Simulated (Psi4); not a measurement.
GaBr: frequency calculation (part 4 of 4)

Continued. System: GaBr, SMILES [Ga][Br]. Method: MP2/6-311G**, RHF (Psi4 1.11). The geometry was optimised with mp2/6-311G**.

Geometry of the input (Å):
```
Ga 0.0000  0.0000  0.0215
Br 0.0000  0.0000  2.3832
```

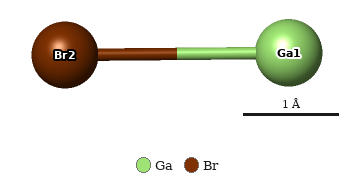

Figure 1. The structure as given in the input (ball-and-stick view, seen on its broad side; atoms are numbered from 1 in the order of the input). Sticks mark near contacts.

### The program's output, continued
```
  Vibration                       6
  Freq [cm^-1]                 271.3235
  Irrep                           A1
  Reduced mass [u]             73.2496
  Force const [mDyne/A]         3.1771
  Turning point v=0 [a0]        0.0778
  RMS dev v=0 [a0 u^1/2]        0.4710
  IR activ [km/mol]            78.0310
  Char temp [K]                390.3741
  ----------------------------------------------------------------------------------
      1   GA               0.00  0.00  0.75
      2   BR               0.00  0.00 -0.66

  ==> Thermochemistry Components <==

  Entropy, S
    Electronic S                             0.000 [cal/(mol K)]        0.000 [J/(mol K)]       0.00000000 [mEh/K] (multiplicity = 1)
    Translational S                         44.358 [cal/(mol K)]      185.593 [J/(mol K)]       0.07068856 [mEh/K] (mol. weight = 147.8439 [u], P = 101325.00 [Pa])
    Rotational S                            18.943 [cal/(mol K)]       79.256 [J/(mol K)]       0.03018710 [mEh/K] (symmetry no. = 1)
    Vibrational S                            2.876 [cal/(mol K)]       12.033 [J/(mol K)]       0.00458325 [mEh/K]
  Total S                                   66.176 [cal/(mol K)]      276.882 [J/(mol K)]       0.10545891 [mEh/K]
  Correction S                               0.000 [cal/(mol K)]        0.000 [J/(mol K)]       0.00000000 [mEh/K]

  Constant volume heat capacity, Cv
    Electronic Cv                            0.000 [cal/(mol K)]        0.000 [J/(mol K)]       0.00000000 [mEh/K]
    Translational Cv                         2.981 [cal/(mol K)]       12.472 [J/(mol K)]       0.00475022 [mEh/K]
    Rotational Cv                            1.987 [cal/(mol K)]        8.314 [J/(mol K)]       0.00316681 [mEh/K]
    Vibrational Cv                           1.919 [cal/(mol K)]        8.027 [J/(mol K)]       0.00305742 [mEh/K]
  Total Cv                                   6.887 [cal/(mol K)]       28.813 [J/(mol K)]       0.01097445 [mEh/K]
  Correction Cv                              0.000 [cal/(mol K)]        0.000 [J/(mol K)]       0.00000000 [mEh/K]

  Constant pressure heat capacity, Cp
    Electronic Cp                            0.000 [cal/(mol K)]        0.000 [J/(mol K)]       0.00000000 [mEh/K]
    Translational Cp                         4.968 [cal/(mol K)]       20.786 [J/(mol K)]       0.00791703 [mEh/K]
    Rotational Cp                            1.987 [cal/(mol K)]        8.314 [J/(mol K)]       0.00316681 [mEh/K]
    Vibrational Cp                           1.919 [cal/(mol K)]        8.027 [J/(mol K)]       0.00305742 [mEh/K]
  Total Cp                                   8.874 [cal/(mol K)]       37.128 [J/(mol K)]       0.01414126 [mEh/K]
  Correction Cp                              0.000 [cal/(mol K)]        0.000 [J/(mol K)]       0.00000000 [mEh/K]

  ==> Thermochemistry Energy Analysis <==

  Raw electronic energy, E_e
  Total E_e, Electronic energy at well bottom                                         -4496.13213056 [Eh]

  Zero-point vibrational energy, ZPVE = Sum_i omega_i / 2,  E_0 = E_e + ZPVE
    Vibrational ZPVE                         0.388 [kcal/mol]        1.623 [kJ/mol]       0.00061812 [Eh]         135.662 [cm^-1]
  Correction ZPVE to E_e                     0.388 [kcal/mol]        1.623 [kJ/mol]       0.00061812 [Eh]         135.662 [cm^-1]
  Total E_0, Enthalpy at 0 [K]                                                        -4496.13151244 [Eh]
  *** Absolute enthalpy, not an enthalpy of formation ***

  Thermal (internal) energy, E (includes ZPVE and finite-temperature corrections)
    Electronic contrib to E beyond E_e       0.000 [kcal/mol]        0.000 [kJ/mol]       0.00000000 [Eh]
    Translational contrib to E               1.788 [kcal/mol]        7.483 [kJ/mol]       0.00285013 [Eh]
    Rotational contrib to E                  1.192 [kcal/mol]        4.989 [kJ/mol]       0.00190009 [Eh]
    Vibrational contrib to E                 1.234 [kcal/mol]        5.163 [kJ/mol]       0.00196665 [Eh]
  Correction E                               4.215 [kcal/mol]       17.635 [kJ/mol]       0.00671686 [Eh]
  Total E, Thermal (internal) energy at  600.00 [K]                                   -4496.12541370 [Eh]

  Enthalpy, H_trans = E_trans + k_B * T = E_trans + P * V
    Electronic contrib to H beyond E_e       0.000 [kcal/mol]        0.000 [kJ/mol]       0.00000000 [Eh]
    Translational contrib to H               2.981 [kcal/mol]       12.472 [kJ/mol]       0.00475022 [Eh]
    Rotational contrib to H                  1.192 [kcal/mol]        4.989 [kJ/mol]       0.00190009 [Eh]
    Vibrational contrib to H                 1.234 [kcal/mol]        5.163 [kJ/mol]       0.00196665 [Eh]
  Correction H                               5.407 [kcal/mol]       22.624 [kJ/mol]       0.00861695 [Eh]
  Total H, Enthalpy at  600.00 [K]                                                    -4496.12351361 [Eh]
  *** Absolute enthalpy, not an enthalpy of formation ***

  Gibbs free energy, G = H - T * S
    Electronic contrib to G beyond E_e       0.000 [kcal/mol]        0.000 [kJ/mol]       0.00000000 [Eh]
    Translational contrib to G             -23.634 [kcal/mol]      -98.884 [kJ/mol]      -0.03766292 [Eh]
    Rotational contrib to G                -10.173 [kcal/mol]      -42.565 [kJ/mol]      -0.01621217 [Eh]
    Vibrational contrib to G                -0.492 [kcal/mol]       -2.057 [kJ/mol]      -0.00078331 [Eh]
  Correction G                             -34.299 [kcal/mol]     -143.506 [kJ/mol]      -0.05465840 [Eh]
  Total G, Gibbs energy at  600.00 [K]                                                -4496.18678896 [Eh]
  *** Absolute Gibbs energy, not a free energy of formation ***

[set-up sections that repeat, and orbital energies of the middle runs, are left out above]
```

### Standard output
```
Warning: used thermodynamics relations inappropriate for low-frequency modes: ['271.3235']
mp2/6-311G** energy: -4496.1321305603 Eh
wavenumbers / cm^-1: [271.3]
ZPVE: 0.00061812 Eh
ENTHALPY: -4496.12351361 Eh
GIBBS FREE ENERGY: -4496.18678896 Eh
```
